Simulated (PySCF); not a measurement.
## A study: Cl$_{6}$W, SMILES `Cl[W](Cl)(Cl)(Cl)(Cl)Cl`

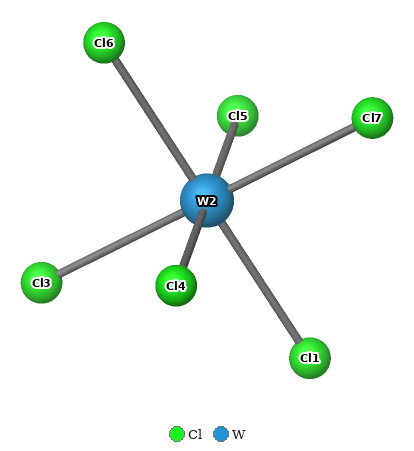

The molecule, with its atoms numbered as below. No frequency check shows the geometry to be a minimum.

Geometry (Å), atoms numbered from 1:

```
Cl1      1.2000   -1.9255    0.3205
W2       0.0001    0.0004    0.0003
Cl3     -1.3584   -1.0909   -1.4879
Cl4     -1.4046   -0.5917    1.7114
Cl5      1.4045    0.5864   -1.7132
Cl6     -1.1998    1.9265   -0.3198
Cl7      1.3580    1.0937    1.4878
```

Part 1: Bonding charge

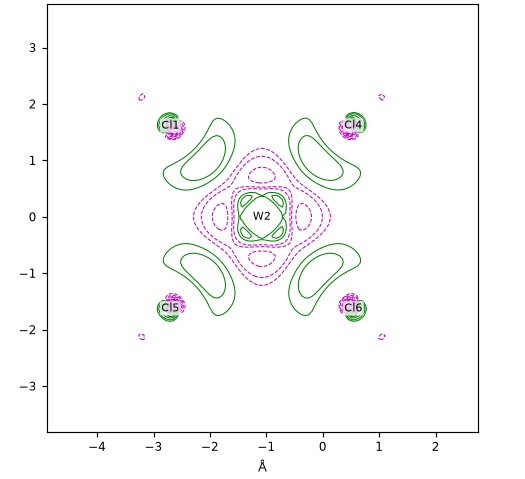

Deformation density (molecule less spherical, spin-averaged free atoms) in the plane of Cl1, W2, Cl4, Cl5 and Cl6; contours at ±0.05 to ±0.8 e/Å³; solid green lines: gain, dashed magenta lines: loss.

Level of theory: PBE0/def2-SVPD (PySCF), at a geometry from GFN2-xTB. Core potentials replace the inner electrons of W; spin–orbit coupling isn't included. This is a single-reference result, which may miss multireference character in this system.

Q: How much density has each bond in this plane gained at its critical point, relative to the free atoms?

A: Cl1–W2, W2–Cl5, W2–Cl4 and W2–Cl6: +0.08 e/Å³ at the bond critical point (bond length 2.29 Å). In all, 1.4 electrons gather in the regions of gain relative to the promolecule. A small or negative value marks a very polar bond, one between electron-rich atoms, whose free-atom densities already overlap strongly, a long bond to a heavier atom, or a closed-shell contact such as a hydrogen bond.

Q: Where do the Hirshfeld charges lie?

A: The highest Hirshfeld charge is on W2 (+0.71 e), the lowest on Cl1, Cl3, Cl4, Cl5, Cl6 and Cl7 (−0.12 e).

Part 2: Bond critical points

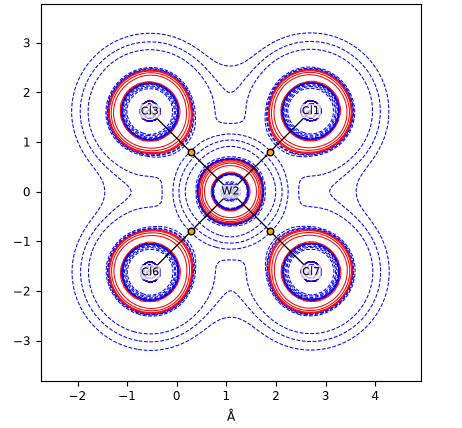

Negative Laplacian of the density (−∇²ρ) in the plane of Cl1, W2, Cl3, Cl6 and Cl7 (solid red lines positive, dashed blue lines negative, contours at ±0.02 to ±8 a.u.), with bond paths and bond critical points (dots).

Q: At which bond critical points in this plane is charge locally concentrated, and at which depleted?

A: At none is it concentrated. Depleted (∇²ρ > 0): W2–Cl3, Cl1–W2, W2–Cl6 and W2–Cl7 (+0.22 a.u., H = −0.035). A positive Laplacian with negative H is typical of metal–ligand bonds.

Part 3: Local ionisation energy

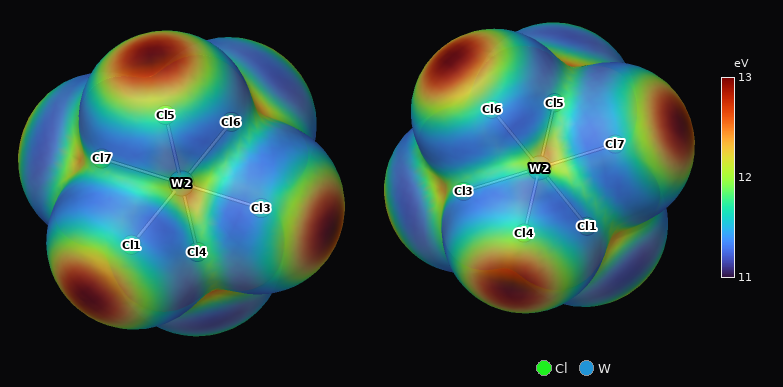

Average local ionisation energy on the surface of electron density 0.001 a.u. (back view left, front view right).

Q: Locate the minima of the map.

A: The lowest value is 11.3 eV, 2.1 Å from Cl3, and at like points elsewhere. For comparison, the highest occupied orbital lies at −9.3 eV.

Q: What volume does the surface enclose, and what is the dipole moment?

A: About 196 Å³; the dipole moment is 0.0 D.

Part 4: In an electric field

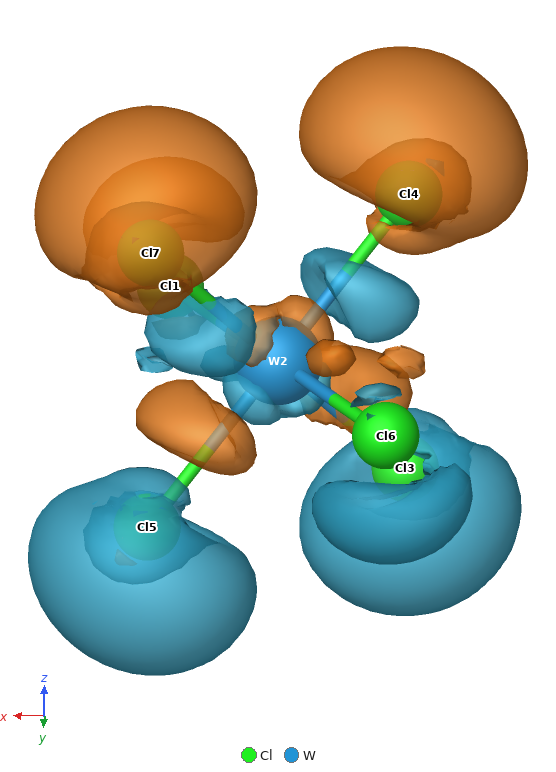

Change of the electron density in a uniform field of 0.10 V/Å, surfaces at ±0.0008 e/Å³ (light blue: gain, orange: loss).

Method: BLYP/def2-SVPD; geometry: GFN2-xTB; program: PySCF. Core potentials replace the inner electrons of W; spin–orbit coupling isn't included. This is a single-reference result, which may miss multireference character in this system.

Q: Along which Cartesian direction does the field point?

A: Along +z: electrons gather on the −z side, against the field.

Q: How large is the response?

A: The induced dipole is 0.77 D (along the field); α along this axis, from the fields in both directions, is 151 bohr³ (22.4 Å³).

Q: Which atoms gain and lose the most charge?

A: Electrons gather most on Cl5 (Hirshfeld charge changes by −0.015 e) and leave Cl4 most (+0.015 e); 0.047 electrons are displaced in all.
